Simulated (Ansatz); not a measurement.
Re2C, pressure series

Consider Re$_{2}$C (space group P6_3/mmc, No. 194; a = 2.834 Å, c = 9.828 Å; a cell from a computed database, its experimental status unchecked).

Cell and atoms are relaxed at each pressure.

Level of theory: PBEsol/PAW in Ansatz (a program for electronic structure), without spin-orbit coupling.

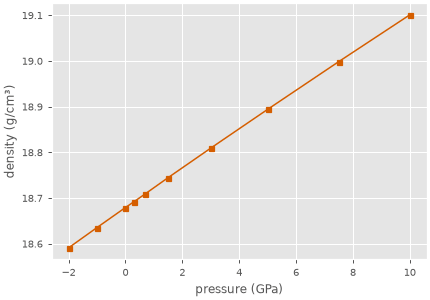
Figure. Density against pressure

**Question.** From the plot, what is the density for pressure 7.5 GPa?

**Answer.** About 19.00 g/cm³.

**Question.** Is the trend monotonic over the range shown?

**Answer.** Yes, it rises throughout, spanning 18.59 g/cm³ to 19.10 g/cm³.

Load acts through the strain it causes; cell and atoms are relaxed under it. No phonon test of stability was made. Competing high-pressure phases were not computed. All final runs are without spin polarisation.
